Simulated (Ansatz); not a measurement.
BiRh (NiAs type), energy over volume and axial ratio

BiRh (NiAs type)

```yaml
crystal:
  lattice:
    - [4.12992, 0.00000, 0.00000]
    - [-2.06496, 3.57662, 0.00000]
    - [0.00000, 0.00000, 5.69239]
  atoms:
    - { symbol: Bi, position: [0.33333, 0.66667, 0.25000] }
    - { symbol: Bi, position: [0.66667, 0.33333, 0.75000] }
    - { symbol: Rh, position: [0.00000, 0.00000, 0.50000] }
    - { symbol: Rh, position: [0.00000, 0.00000, 0.00000] }
```

The relaxed cell is deformed in two ways at once: its volume V is scaled, and at that volume it is stretched along z (the c axis of the conventional cell) so that c/a changes. Fractional atomic positions are held.

These are r2SCAN (plane waves to 500 eV, PAW, scalar-relativistic; Ansatz, an electronic-structure program) values and carry that method's errors. k mesh 13×13×8 (Γ-centred), Fermi-Dirac smearing 0.05 eV. E stands for the smeared free energy. Compression counts positive. With partly filled bands, the response to shear is sensitive to the k mesh, so small differences along c/a are uncertain. BiRh is run without spin polarisation. BiRh was relaxed with its symmetry unable to fall. Spin-orbit coupling is left out, though Bi is heavy. ΔE is measured from the relaxed starting cell.

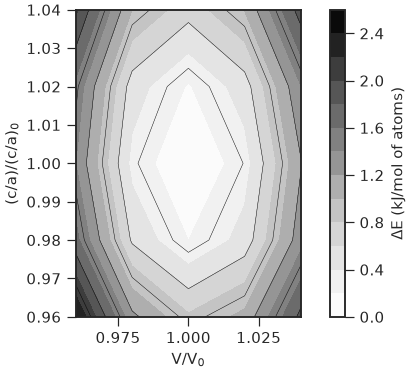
*ΔE (kJ/mol of atoms) over the 5×5 grid of computed points.*

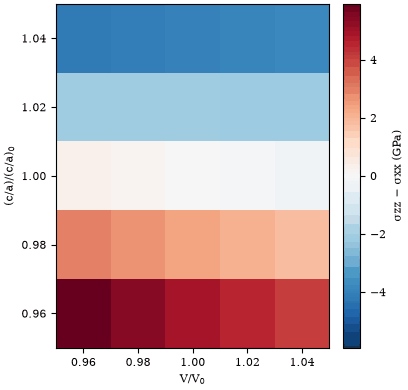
Figure: σzz − σxx (GPa) over the 5×5 grid of computed points.

The modulus against c/a change at fixed volume, (3/4V)·∂²E/∂(ln c/a)² (fit, atoms clamped) is 56 GPa. Lowest place on the grid: V/V₀ = 1.000, (c/a)/(c/a)₀ = 1.000 (0 meV/atom). Highest place on the grid: V/V₀ = 0.960, (c/a)/(c/a)₀ = 0.960 (25 meV/atom).

Near the relaxed cell σzz − σxx = −2Cδ (compression positive), C being this modulus and δ the logarithm of the ratio.

(A scan under strain: stresses follow from slopes of the energy per volume, elastic moduli from its curvatures.)
